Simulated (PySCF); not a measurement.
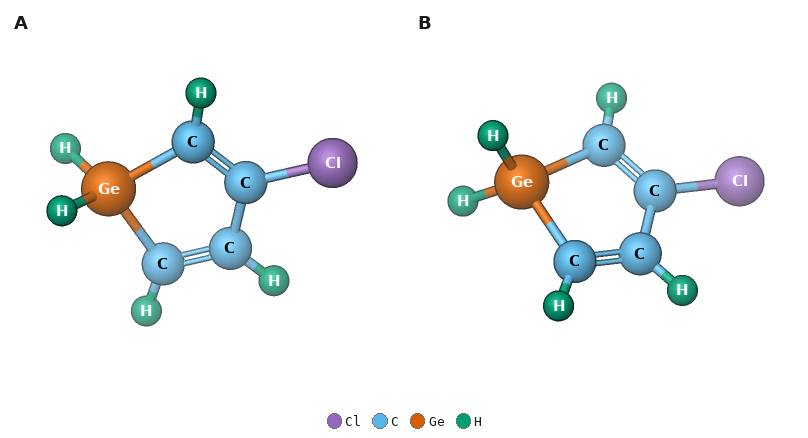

Atoms fade into the background with distance from the viewer. The computed structure is the end point of a PBE0-D3(BJ)/def2-SVP optimisation. No frequency run is at hand to confirm it as a minimum.

How are A and B related: the same structure turned, mirror images, conformers, diastereomers or constitutional isomers?

They are the same structure, C4H5ClGe (ClC1=[CH][GeH2][CH]=C1), seen from two directions. With point group Cs it is achiral, so its mirror image would be the same too.
